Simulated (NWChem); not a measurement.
# One shape, several levels: SiH2O (oxosilane)

We compute a comparison of 6 runs (HF/3-21G, HF/def2-SVP, B3LYP/6-31G*, PBE0/def2-SVP, B3LYP/def2-SVPD, PBE0/def2-SVPD) of SiH2O (oxosilane). 

Program for the calculation: NWChem 7.3.0.

### 1 Starting point

SiH2O has 4 atoms, charge 0, and is taken as a singlet. As SMILES, `O=[SiH2]`. The coordinates come from a PBE0-D4/def2-TZVP relaxation.

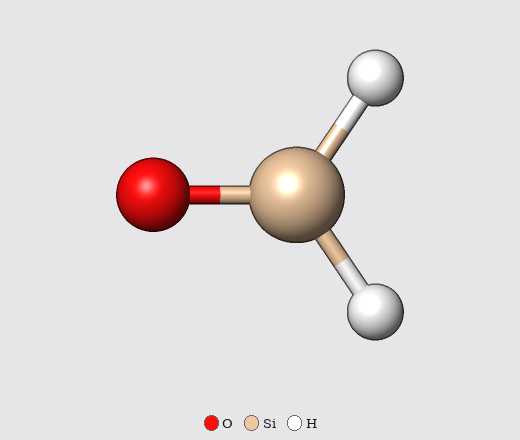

Viewed from a chosen angle; oxygen red, silicon light orange, hydrogen white.

### 2 Energy and gradient at HF/3-21G (run 1)

Input file run.py:

```python
from ase import Atoms
from ase.calculators.nwchem import NWChem

mol = Atoms(['O', 'Si', 'H', 'H'], positions=[
    [-0.283200, 0.413500, 1.469500],
    [-0.006700, 0.009800, 0.034900],
    [0.439900, -1.346000, -0.376200],
    [-0.150000, 0.922700, -1.128300],
])

calc = NWChem(
    label='mol',
    theory='scf',
    memory='2200 mb',
    basis='3-21G',
    basispar='spherical bse',
    scf={'nopen': '0', 'rhf': None, 'thresh': '1e-08', 'maxiter': '80'},
)
mol.calc = calc

forces = mol.get_forces()
print(f"energy = {mol.get_potential_energy():.6f} eV")
print("forces (eV/A):")
for s, f in zip(mol.symbols, forces):
    print(f"{s:2s} {f[0]:10.5f} {f[1]:10.5f} {f[2]:10.5f}")
print("dipole (e A):", mol.get_dipole_moment().round(4))
```

On the command line:

```
export ASE_NWCHEM_COMMAND="nwchem PREFIX.nwi > PREFIX.nwo"
python run.py
```

The log of the run:

```text
energy = -9876.467960 eV
forces (eV/A):
O    -0.52785    0.77077    2.73936
Si    0.58863   -0.85880   -3.05792
H    -0.05744    0.14830    0.12418
H    -0.00329   -0.06027    0.19438
dipole (e A): [ 0.1414 -0.2065 -0.7335]
```

The calculator wrote mol.nwi:

```
title "mol"

permanent_dir mol

scratch_dir mol

start mol

geometry units angstrom nocenter noautosym noautoz
  O  -2.8320000000000001e-01 4.1349999999999998e-01 1.4695000000000000e+00
  Si -6.7000000000000002e-03 9.7999999999999997e-03 3.4900000000000000e-02
  H  4.3990000000000001e-01 -1.3460000000000001e+00 -3.7619999999999998e-01
  H  -1.4999999999999999e-01 9.2269999999999996e-01 -1.1283000000000001e+00
end

memory 2200 mb

basis spherical bse noprint
   * library 3-21G
end

scf
  nopen 0
  rhf
  thresh 1e-08
  maxiter 80
end

task scf gradient
```

mol.nwo:

```text
Northwest Computational Chemistry Package (NWChem) 7.3.0
             --------------------------------------------------------

           Job information
           ---------------

    nwchem branch   = 7.3.0
    use scalapack   = T
    input           = mol.nwi
    prefix          = mol.
    data base       = mol/mol.db
    status          = startup
    nproc           =        1

           Memory information
           ------------------

[... 5 lines left out ...]
    hardfail = no
[... 120 lines left out ...]
         Quadratically convergent ROHF
[... 16 lines left out ...]
       Final RHF  results
[... 4 lines left out ...]
      Two-electron energy =    192.155017748834
[... 31 lines left out ...]
                       ROHF Final Molecular Orbital Analysis
[... 210 lines left out ...]
                 ----------------------------------------
                 |  Time  |  1-e(secs)   |  2-e(secs)   |
                 ----------------------------------------
                 |  CPU   |       0.00   |       0.05   |
                 ----------------------------------------
                 |  WALL  |       0.00   |       0.05   |
                 ----------------------------------------

 Task  times  cpu:        0.3s     wall:        0.3s
 Total times  cpu:        0.3s     wall:        0.3s
```

Wall time 1.1 s (1 thread of AMD EPYC 9R45 (Zen 5), shared host); peak memory 0.1 GiB.

### 3 Energy and forces at HF/def2-SVP (run 2)

Input file geom.nw:

```
start geom
title "H2OSi"
memory 2200 mb

geometry units angstroms noautosym nocenter noautoz
 O       -0.283200       0.413500       1.469500
 Si      -0.006700       0.009800       0.034900
 H        0.439900      -1.346000      -0.376200
 H       -0.150000       0.922700      -1.128300
end

basis spherical bse
 O library def2-SVP
 Si library def2-SVP
 H library def2-SVP
end

scf
 thresh 1e-08
 maxiter 80
 print medium
end

task scf gradient
```

On the command line:

```
nwchem geom.nw > geom.out
```

The log of the run:

```text
[...]
  functions       =    42
[...]
  wavefunction    = RHF
[...]
         Total SCF energy =   -364.774992112115
      One-electron energy =   -610.025772568944
      Two-electron energy =    192.765986660776
 Nuclear repulsion energy =     52.484793796052
        Time for solution =      0.8s
[...]
                         RHF ENERGY GRADIENTS
    atom               coordinates                        gradient
                 x          y          z           x          y          z
   1 O      -0.535170   0.781402   2.776952   -0.003125   0.004560   0.016200
   2 Si     -0.012661   0.018519   0.065951    0.002263  -0.003315  -0.011659
   3 H       0.831290  -2.543571  -0.710915    0.001680  -0.005429  -0.000667
   4 H      -0.283459   1.743650  -2.132178   -0.000818   0.004183  -0.003874
[...]
```

It took 1.6 s on 1 thread of AMD EPYC 9R45 (Zen 5), shared host; peak memory 0.1 GiB.

Runs 3 to 5 aren't shown in full; the table further down has their settings and results.

### 4 Energy and gradient at PBE0/def2-SVPD (run 6)

Input file test.nw:

```
start test
memory stack 880 mb heap 220 mb global 1100 mb

geometry units angstroms noautosym nocenter noautoz
 O     -0.283200     0.413500     1.469500
 Si    -0.006700     0.009800     0.034900
 H      0.439900    -1.346000    -0.376200
 H     -0.150000     0.922700    -1.128300
end

basis spherical bse
 * library def2-SVPD
end

dft
 xc pbe0
 grid xfine
 convergence energy 1e-08
 iterations 100
 mulliken
 noprint "final vectors analysis"
end

task dft gradient
```

On the command line:

```
nwchem test.nw > test.out
```

The log of the run:

```text
[...]
          Wavefunction type:  closed shell.
          No. of atoms     :     4
          No. of electrons :    24
[...]
          Charge           :     0
          Spin multiplicity:     1
[...]
          AO basis - number of functions:    63
[...]
              XC Information
              --------------
                         PBE0 Method XC Functional
                     Hartree-Fock (Exact) Exchange  0.250
          PerdewBurkeErnzerhof Exchange Functional  0.750
            Perdew 1991 LDA Correlation Functional  1.000 local
           PerdewBurkeErnz. Correlation Functional  1.000 non-local
[...]
 d= 0,ls=0.0,diis     1   -365.3962074598 -4.18D+02  4.06D-02  1.08D+00     0.6
[...]
 d= 0,ls=0.0,diis     8   -365.5433047891 -1.88D-09  1.33D-06  5.98D-09     3.9
         Total DFT energy =     -365.543304789141
      One electron energy =     -609.998025703623
           Coulomb energy =      221.974021441769
    Exchange-Corr. energy =      -30.004094323339
 Nuclear repulsion energy =       52.484793796052
[...]
  wavefunction    = closed shell
                         DFT ENERGY GRADIENTS
    atom               coordinates                        gradient
                 x          y          z           x          y          z
   1 O      -0.535170   0.781402   2.776952    0.004486  -0.006551  -0.023286
   2 Si     -0.012661   0.018519   0.065951   -0.004110   0.005988   0.021396
   3 H       0.831290  -2.543571  -0.710915   -0.000614   0.001917   0.000413
   4 H      -0.283459   1.743650  -2.132178    0.000238  -0.001354   0.001477
[...]
```

Run time: 5.7 s. Hardware: 1 thread of AMD EPYC 9R45 (Zen 5), shared host; peak memory 0.12 GiB.

### 5 The series

| run | level | iteration cap | module | energy (Eh) | dipole moment (D) | HOMO energy (eV) | LUMO energy (eV) | wall time |
| --- | --- | --- | --- | --- | --- | --- | --- | --- |
| 1 | HF/3-21G | 80 | scf | -362.953506 | 3.72 | -11.67 | 1.66 | 1.1 s |
| 2 | HF/def2-SVP | 80 | scf | -364.774992 | 4.16 | -11.95 | 1.49 | 1.6 s |
| 3 | B3LYP/6-31G* (spherical functions) | 100 | dft | -365.893879 | 3.39 | -7.79 | -2.04 | 4.2 s |
| 4 | PBE0/def2-SVP | 100 | dft | -365.532161 | 3.38 | -8.13 | -1.91 | 3.3 s |
| 5 | B3LYP/def2-SVPD | 100 | dft | -365.774451 | 3.80 | -8.10 | -2.52 | 6.9 s |
| 6 | PBE0/def2-SVPD | 100 | dft | -365.543305 | 3.82 | – | – | 5.7 s |

### 6 What came out

| quantity | value |
| --- | --- |
| run 6: total energy | -365.54330 Eh |
| run 6: dipole moment | 3.82 D |
| run 6: largest force on an atom | 1.265 eV/Å |

The dipole moment (its size) runs from 3.38 D (PBE0/def2-SVP) to 4.16 D (HF/def2-SVP). Over runs 1, 2, 3, 4, 5 the HOMO–LUMO gap runs from 5.58 eV (B3LYP/def2-SVPD) to 13.43 eV (HF/def2-SVP). The two ends differ in method and basis. Totals of different functionals can't be ranked against each other. All runs together took 23 s, the longest 6.9 s.
